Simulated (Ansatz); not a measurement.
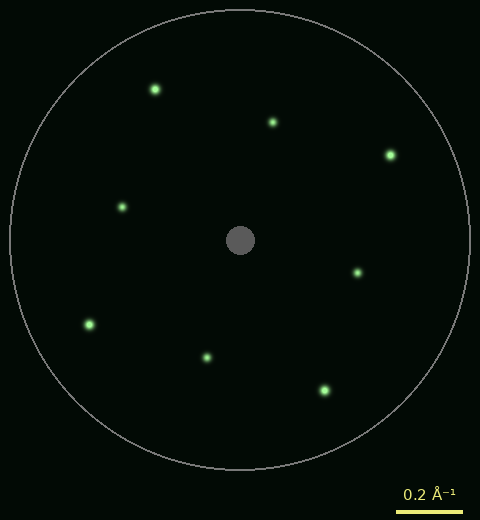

Simulated LEED pattern at 110 eV and normal incidence, from the upper face of a slab model. Spot positions follow from the surface net; brightness is a rough single-scattering estimate from the outer layers, good only for telling present from absent.

Find the real-space surface cell from the pattern.

The spots form a square reciprocal net with shortest vectors 0.371 and 0.371 Å⁻¹ at 90.0°. The primitive real-space mesh has edges 2.70 and 2.70 Å at 90.0° (or its supplement) and area 7.3 Å².

The slab has composition TiH (2 atoms a cell, 0.0 Å thick). Structure: coordinates from a relaxation with Ansatz 0.2.0, DFT PBE, scalar-relativistic, plane waves, PAW; the starting structure was generated, so it need not be a known form of this composition.

```
Ti H
1.0
     2.69872    0.00000    0.00000
     0.00000    2.69872    0.00000
     0.00000    0.00000   23.80000
Ti H
1 1
Direct
  0.00000 0.00000 0.29412
  0.50000 0.50000 0.29412
```
